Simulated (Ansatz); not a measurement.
**C₂H₆FGaO₂: a short trajectory**

What does C₂H₆FGaO₂ do in its first 25 fs with a Langevin thermostat, with the temperature set to 1000 K?

The runs use Ansatz 0.2.0, Gaussian basis; revPBE/6-31G* with D3(BJ) dispersion.

### Step 1. Structure used throughout

The structure was relaxed beforehand with PBE0-D4 in a triple-zeta def2 set.

SMILES `C[O][Ga]([F])[O]C`, 12 atoms, charge 0, spin multiplicity 1.

Atoms are counted from 1 here; the program's logs count them from 0.

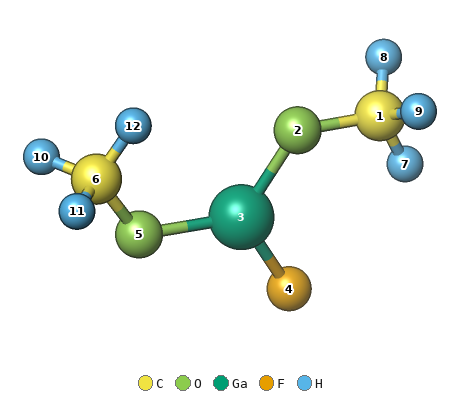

The geometry (carbon yellow, oxygen green, gallium teal, fluorine amber, hydrogen blue); atoms are numbered from 1 in the order of the file.

As a file:

```
C     0.04159   -2.40027    0.29785
O     0.27941   -1.00843    0.25301
Ga   -0.86782    0.13921   -0.43611
F    -2.36723   -0.46175   -1.09223
O    -0.55777    1.86682   -0.48768
C     0.63469    2.42649    0.02644
H    -0.92571   -2.68613   -0.12854
H     0.82810   -2.92135   -0.25666
H     0.07171   -2.73991    1.33768
H     1.15303    2.96662   -0.77167
H     0.38732    3.13865    0.81967
H     1.32269    1.68005    0.43822
```

### Step 2. Dynamics

in.yaml reads:

```yaml
crystal:
  periodic: [false, false, false]
  atoms:
    - {symbol: C, position_ang: [0.041594, -2.400273, 0.297851]}
    - {symbol: O, position_ang: [0.279414, -1.008426, 0.253013]}
    - {symbol: Ga, position_ang: [-0.867824, 0.139209, -0.436111]}
    - {symbol: F, position_ang: [-2.367229, -0.461745, -1.092229]}
    - {symbol: O, position_ang: [-0.557771, 1.866822, -0.487675]}
    - {symbol: C, position_ang: [0.634688, 2.426491, 0.026438]}
    - {symbol: H, position_ang: [-0.925715, -2.686131, -0.128545]}
    - {symbol: H, position_ang: [0.828104, -2.921347, -0.256656]}
    - {symbol: H, position_ang: [0.071707, -2.739906, 1.337683]}
    - {symbol: H, position_ang: [1.153031, 2.966618, -0.771669]}
    - {symbol: H, position_ang: [0.387315, 3.138648, 0.819666]}
    - {symbol: H, position_ang: [1.322685, 1.680051, 0.438222]}
basis:
  gaussian: {orbitals: "6-31G*"}
hamiltonian: {xc: {name: revPBE}, dispersion: d3bj}
md: {timestep: 0.5 fs, n_steps: 50, ensemble: nvt_langevin, temperature: 1000, initial_velocities: maxwell_boltzmann, friction: 0.01, seed: 801}
```

Command:

```sh
$ ansatz run in.yaml --threads 4 --pin off --events-out ev --progress --plain --max-ram 10444MiB
```

Log:

```text
Functional definition: revPBE
  name "revPBE"
  cite "Zhang & Yang, Phys. Rev. Lett. 80, 890 (1998) doi:10.1103/PhysRevLett.80.890"
  cite "Perdew, Burke & Ernzerhof, Phys. Rev. Lett. 77, 3865 (1996) doi:10.1103/PhysRevLett.77.3865"
  parameter kappa = 1.245
  parameter beta = 0.06672455060314922
  exchange = pbe_x(kappa = kappa, mu = beta*pi^2/3)
  correlation = pbe_c(beta = beta)
1392 factors; their error is unknown
mean field evaluation 1: about -61334.3448 eV, gradient 8.6e1 eV
mean field evaluation 2: about -61277.5849 eV, gradient 1.9e2 eV
mean field evaluation 4: about -61347.6704 eV, gradient 1.6e1 eV
mean field evaluation 8: about -61348.0936 eV, gradient 2.6e-1 eV
mean field evaluation 16: about -61348.0294 eV, gradient 4.3e-4 eV
mean field -61348.02939667 eV, -2254.4984971398 hartree, gradient 3.4e-5 eV, S^2 0.000000; 0 other end points of the search recorded, 0 dependent functions left out
the calculation of the forces begins
reference -61348.02945906 eV, -2254.4984994325 hartree; 37, 37 occupied and 85, 85 virtual orbitals, 1392 factors
md step     0: t =     0.00 fs  T =   916.7 K  F+E_penalty+E_count = -61348.51212287 eV  E_kin = 1.421860 eV  (30 SCF iters)
these checks for a lower state are left out or cut short: starts, cluster_reference, orbital_swaps, neighbouring_geometries, increment
1392 factors; their error is unknown
mean field -61348.00071164 eV, -2254.4974429845 hartree, gradient 2.2e-5 eV, S^2 0.000000; 0 other end points of the search recorded, 0 dependent functions left out
the calculation of the forces begins
reference -61348.00077399 eV, -2254.4974452758 hartree; 37, 37 occupied and 85, 85 virtual orbitals, 1392 factors
md step     1: t =     0.50 fs  T =   882.0 K  F+E_penalty+E_count = -61348.48266905 eV  E_kin = 1.368053 eV  (31 SCF iters)
these checks for a lower state are left out or cut short: starts, cluster_reference, orbital_swaps, neighbouring_geometries, increment
1392 factors; their error is unknown
mean field evaluation 32: about -61347.9275 eV, gradient 2.2e-5 eV
mean field -61347.92754952 eV, -2254.4947543260 hartree, gradient 2.2e-5 eV, S^2 0.000000; 0 other end points of the search recorded, 0 dependent functions left out
the calculation of the forces begins
reference -61347.92761185 eV, -2254.4947566165 hartree; 37, 37 occupied and 85, 85 virtual orbitals, 1392 factors
md step     2: t =     1.00 fs  T =   790.9 K  F+E_penalty+E_count = -61348.40870496 eV  E_kin = 1.226834 eV  (31 SCF iters)
[... from here on, the SCF cycles and remarks between the steps are left out ...]
md step     3: t =     1.50 fs  T =   770.7 K  F+E_penalty+E_count = -61348.31480510 eV  E_kin = 1.195372 eV  (31 SCF iters)
md step     4: t =     2.00 fs  T =   697.2 K  F+E_penalty+E_count = -61348.22101592 eV  E_kin = 1.081515 eV  (33 SCF iters)
md step     5: t =     2.50 fs  T =   664.8 K  F+E_penalty+E_count = -61348.15168867 eV  E_kin = 1.031111 eV  (33 SCF iters)
md step     6: t =     3.00 fs  T =   599.2 K  F+E_penalty+E_count = -61348.11683422 eV  E_kin = 0.929473 eV  (33 SCF iters)
md step     7: t =     3.50 fs  T =   630.5 K  F+E_penalty+E_count = -61348.10781299 eV  E_kin = 0.977906 eV  (33 SCF iters)
md step     8: t =     4.00 fs  T =   606.4 K  F+E_penalty+E_count = -61348.11577495 eV  E_kin = 0.940655 eV  (32 SCF iters)
md step     9: t =     4.50 fs  T =   631.6 K  F+E_penalty+E_count = -61348.12070891 eV  E_kin = 0.979762 eV  (32 SCF iters)
md step    10: t =     5.00 fs  T =   631.8 K  F+E_penalty+E_count = -61348.10718017 eV  E_kin = 0.979939 eV  (33 SCF iters)
md step    11: t =     5.50 fs  T =   613.3 K  F+E_penalty+E_count = -61348.07497571 eV  E_kin = 0.951356 eV  (32 SCF iters)
md step    12: t =     6.00 fs  T =   587.7 K  F+E_penalty+E_count = -61348.03205615 eV  E_kin = 0.911643 eV  (33 SCF iters)
md step    13: t =     6.50 fs  T =   531.7 K  F+E_penalty+E_count = -61347.99456222 eV  E_kin = 0.824697 eV  (32 SCF iters)
md step    14: t =     7.00 fs  T =   486.7 K  F+E_penalty+E_count = -61347.96725126 eV  E_kin = 0.755003 eV  (33 SCF iters)
md step    15: t =     7.50 fs  T =   492.2 K  F+E_penalty+E_count = -61347.94740711 eV  E_kin = 0.763402 eV  (33 SCF iters)
md step    16: t =     8.00 fs  T =   476.0 K  F+E_penalty+E_count = -61347.93968239 eV  E_kin = 0.738328 eV  (32 SCF iters)
md step    17: t =     8.50 fs  T =   534.0 K  F+E_penalty+E_count = -61347.93910877 eV  E_kin = 0.828298 eV  (32 SCF iters)
md step    18: t =     9.00 fs  T =   573.3 K  F+E_penalty+E_count = -61347.94580803 eV  E_kin = 0.889319 eV  (31 SCF iters)
md step    19: t =     9.50 fs  T =   575.6 K  F+E_penalty+E_count = -61347.97282123 eV  E_kin = 0.892839 eV  (33 SCF iters)
md step    20: t =    10.00 fs  T =   653.1 K  F+E_penalty+E_count = -61348.02329831 eV  E_kin = 1.013111 eV  (31 SCF iters)
md step    21: t =    10.50 fs  T =   671.8 K  F+E_penalty+E_count = -61348.08938581 eV  E_kin = 1.042030 eV  (33 SCF iters)
md step    22: t =    11.00 fs  T =   682.7 K  F+E_penalty+E_count = -61348.14681983 eV  E_kin = 1.058985 eV  (32 SCF iters)
md step    23: t =    11.50 fs  T =   694.9 K  F+E_penalty+E_count = -61348.16852506 eV  E_kin = 1.077917 eV  (32 SCF iters)
md step    24: t =    12.00 fs  T =   649.8 K  F+E_penalty+E_count = -61348.15590826 eV  E_kin = 1.007910 eV  (32 SCF iters)
md step    25: t =    12.50 fs  T =   626.5 K  F+E_penalty+E_count = -61348.12227913 eV  E_kin = 0.971833 eV  (32 SCF iters)
md step    26: t =    13.00 fs  T =   620.6 K  F+E_penalty+E_count = -61348.08205565 eV  E_kin = 0.962624 eV  (32 SCF iters)
md step    27: t =    13.50 fs  T =   606.8 K  F+E_penalty+E_count = -61348.04340148 eV  E_kin = 0.941267 eV  (33 SCF iters)
md step    28: t =    14.00 fs  T =   542.0 K  F+E_penalty+E_count = -61348.01622280 eV  E_kin = 0.840677 eV  (33 SCF iters)
md step    29: t =    14.50 fs  T =   519.2 K  F+E_penalty+E_count = -61348.00229600 eV  E_kin = 0.805296 eV  (33 SCF iters)
md step    30: t =    15.00 fs  T =   487.1 K  F+E_penalty+E_count = -61347.99158569 eV  E_kin = 0.755554 eV  (32 SCF iters)
md step    31: t =    15.50 fs  T =   496.2 K  F+E_penalty+E_count = -61347.98557928 eV  E_kin = 0.769669 eV  (33 SCF iters)
md step    32: t =    16.00 fs  T =   490.9 K  F+E_penalty+E_count = -61347.99011482 eV  E_kin = 0.761397 eV  (32 SCF iters)
md step    33: t =    16.50 fs  T =   560.4 K  F+E_penalty+E_count = -61348.00484897 eV  E_kin = 0.869198 eV  (32 SCF iters)
md step    34: t =    17.00 fs  T =   579.5 K  F+E_penalty+E_count = -61348.01743402 eV  E_kin = 0.898918 eV  (33 SCF iters)
md step    35: t =    17.50 fs  T =   605.1 K  F+E_penalty+E_count = -61348.02110912 eV  E_kin = 0.938511 eV  (33 SCF iters)
md step    36: t =    18.00 fs  T =   600.4 K  F+E_penalty+E_count = -61348.01185245 eV  E_kin = 0.931282 eV  (34 SCF iters)
md step    37: t =    18.50 fs  T =   584.1 K  F+E_penalty+E_count = -61347.99278669 eV  E_kin = 0.905951 eV  (34 SCF iters)
md step    38: t =    19.00 fs  T =   620.8 K  F+E_penalty+E_count = -61347.97057768 eV  E_kin = 0.963005 eV  (32 SCF iters)
md step    39: t =    19.50 fs  T =   672.9 K  F+E_penalty+E_count = -61347.94501678 eV  E_kin = 1.043752 eV  (34 SCF iters)
md step    40: t =    20.00 fs  T =   658.7 K  F+E_penalty+E_count = -61347.92550189 eV  E_kin = 1.021750 eV  (34 SCF iters)
md step    41: t =    20.50 fs  T =   661.1 K  F+E_penalty+E_count = -61347.92419189 eV  E_kin = 1.025495 eV  (34 SCF iters)
md step    42: t =    21.00 fs  T =   680.4 K  F+E_penalty+E_count = -61347.94842504 eV  E_kin = 1.055452 eV  (34 SCF iters)
md step    43: t =    21.50 fs  T =   764.3 K  F+E_penalty+E_count = -61347.99684698 eV  E_kin = 1.185482 eV  (34 SCF iters)
md step    44: t =    22.00 fs  T =   821.6 K  F+E_penalty+E_count = -61348.05424156 eV  E_kin = 1.274334 eV  (33 SCF iters)
md step    45: t =    22.50 fs  T =   845.5 K  F+E_penalty+E_count = -61348.10128850 eV  E_kin = 1.311458 eV  (34 SCF iters)
md step    46: t =    23.00 fs  T =   853.6 K  F+E_penalty+E_count = -61348.11557977 eV  E_kin = 1.324017 eV  (33 SCF iters)
md step    47: t =    23.50 fs  T =   818.7 K  F+E_penalty+E_count = -61348.08902651 eV  E_kin = 1.269858 eV  (33 SCF iters)
md step    48: t =    24.00 fs  T =   798.9 K  F+E_penalty+E_count = -61348.02790430 eV  E_kin = 1.239156 eV  (33 SCF iters)
md step    49: t =    24.50 fs  T =   790.8 K  F+E_penalty+E_count = -61347.94795299 eV  E_kin = 1.226651 eV  (33 SCF iters)
these checks for a lower state are left out or cut short: starts, cluster_reference, orbital_swaps, neighbouring_geometries, increment
1392 factors; their error is unknown
mean field -61347.41293494 eV, -2254.4758425890 hartree, gradient 1.3e-5 eV, S^2 0.000000; 0 other end points of the search recorded, 0 dependent functions left out
the calculation of the forces begins
reference -61347.41299898 eV, -2254.4758449425 hartree; 37, 37 occupied and 85, 85 virtual orbitals, 1392 factors
1392 factors; their error is unknown
mean field evaluation 416: about -61256.2264 eV, gradient 2.1e2 eV
mean field -61347.41293494 eV, -2254.4758425890 hartree, gradient 1.3e-5 eV, S^2 0.000000; 1 other end points of the search recorded, 0 dependent functions left out
the calculation of the forces begins
reference -61347.41299898 eV, -2254.4758449425 hartree; 37, 37 occupied and 85, 85 virtual orbitals, 1392 factors
md step    50: t =    25.00 fs  T =   733.5 K  F+E_penalty+E_count = -61347.87088206 eV  E_kin = 1.137799 eV  (31 SCF iters)
Total energy: -61347.87094610 eV, -2254.4926741888 hartree
Atom 0 at     0.153271    -2.576407     0.360459 Å, force     1.624713     1.772773     1.571942 eV/Å
Atom 1 at     0.332179    -1.157273     0.223095 Å, force    -0.785870     1.839616     0.049868 eV/Å
Atom 2 at    -0.888180     0.148905    -0.403178 Å, force    -0.642054    -0.287630    -0.495254 eV/Å
Atom 3 at    -2.546159    -0.347869    -1.062629 Å, force     1.436516     0.372455     0.600006 eV/Å
Atom 4 at    -0.549247     2.013517    -0.597078 Å, force     0.771546    -1.413896     0.962445 eV/Å
Atom 5 at     0.667846     2.396816     0.136650 Å, force     1.042153     1.767744    -0.993860 eV/Å
Atom 6 at    -0.074415    -2.944031    -0.568278 Å, force    -0.615646    -1.667312    -2.687216 eV/Å
Atom 7 at     1.154502    -2.889994     0.708859 Å, force    -0.055098    -0.403325    -0.204296 eV/Å
Atom 8 at    -0.552127    -2.917042     1.094107 Å, force    -0.973653     0.035401     0.779224 eV/Å
Atom 9 at     1.503785     2.801015    -0.576185 Å, force    -1.264617    -0.852882     0.517860 eV/Å
Atom 10 at     0.509436     3.311593     0.798822 Å, force    -0.440014    -1.044184    -0.322595 eV/Å
Atom 11 at     1.135000     1.586460     0.711392 Å, force    -0.097976    -0.118760     0.221877 eV/Å
Dipole moment:     0.443134    -0.237027     0.317452 e Å
```

Run time: 80 s. Hardware: 4 threads of Arm Neoverse V1, shared host.

### Step 3. The trajectory

Every 4 steps, with energies from the start:

| time (fs) | T (K) | potential (meV) | Ga3–O5 (Å) |
| --- | --- | --- | --- |
| 0.0 | 917 | 0.0 | 1.756 |
| 2.0 | 697 | 291.1 | 1.724 |
| 4.0 | 606 | 396.3 | 1.696 |
| 6.0 | 588 | 480.1 | 1.678 |
| 8.0 | 476 | 572.4 | 1.673 |
| 10.0 | 653 | 488.8 | 1.681 |
| 12.0 | 650 | 356.2 | 1.698 |
| 14.0 | 542 | 495.9 | 1.721 |
| 16.0 | 491 | 522.0 | 1.751 |
| 18.0 | 600 | 500.3 | 1.787 |
| 20.0 | 659 | 586.6 | 1.823 |
| 22.0 | 822 | 457.9 | 1.857 |
| 24.0 | 799 | 484.2 | 1.889 |

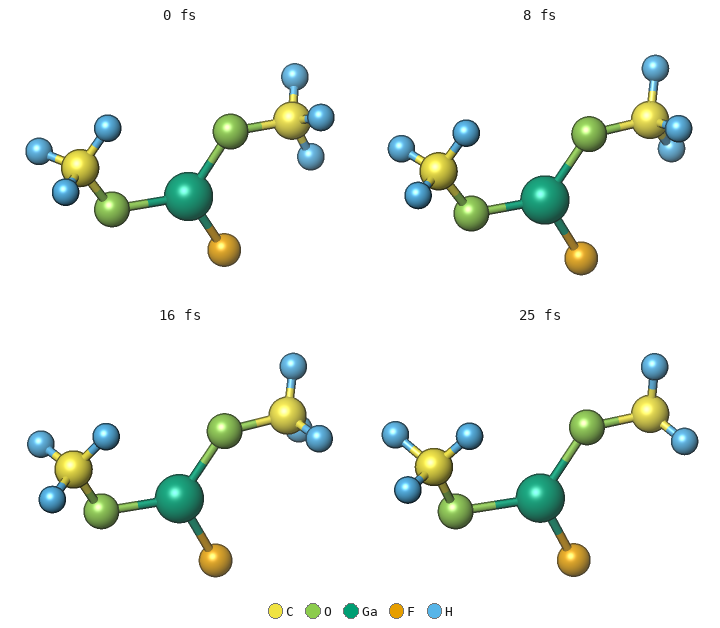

Four frames; sticks are those of the first frame.

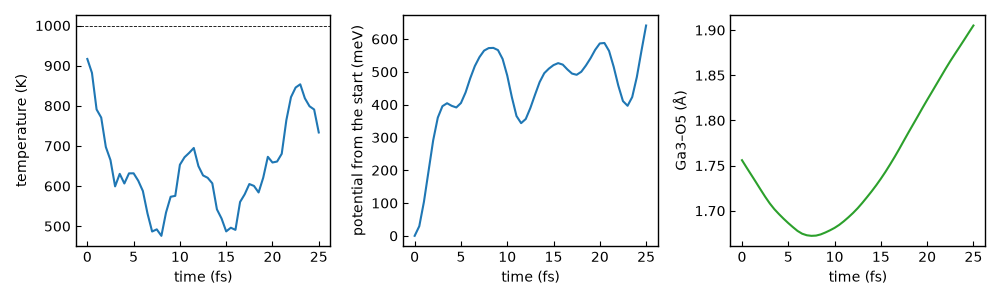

Temperature (the set value dashed), potential energy and the bond that swings most.

Positions (Å) and forces (eV/Å) at 25.0 fs:

```xyz
12

C     0.153   -2.576    0.360    1.625    1.773    1.572
O     0.332   -1.157    0.223   -0.786    1.840    0.050
Ga   -0.888    0.149   -0.403   -0.642   -0.288   -0.495
F    -2.546   -0.348   -1.063    1.437    0.372    0.600
O    -0.549    2.014   -0.597    0.772   -1.414    0.962
C     0.668    2.397    0.137    1.042    1.768   -0.994
H    -0.074   -2.944   -0.568   -0.616   -1.667   -2.687
H     1.155   -2.890    0.709   -0.055   -0.403   -0.204
H    -0.552   -2.917    1.094   -0.974    0.035    0.779
H     1.504    2.801   -0.576   -1.265   -0.853    0.518
H     0.509    3.312    0.799   -0.440   -1.044   -0.323
H     1.135    1.586    0.711   -0.098   -0.119    0.222
```

### Step 4. Results

```
                         quantity                          value
                           length             50 steps of 0.5 fs
temperature, first and last frame                     917, 734 K
         temperature, second half  mean 655 K, from 487 to 854 K
           swing of the potential                        641 meV
                  range of Ga3–O5               1.672 to 1.905 Å
```

In words: From 917 K at the start the temperature swings between 476 and 917 K: with 12 atoms it has no steady value yet; starting near a minimum, about half of the kinetic energy flows into the potential. Ga3–O5 swings most, by 0.23 Å; no bond breaks. A run of 25 fs gives no averages.
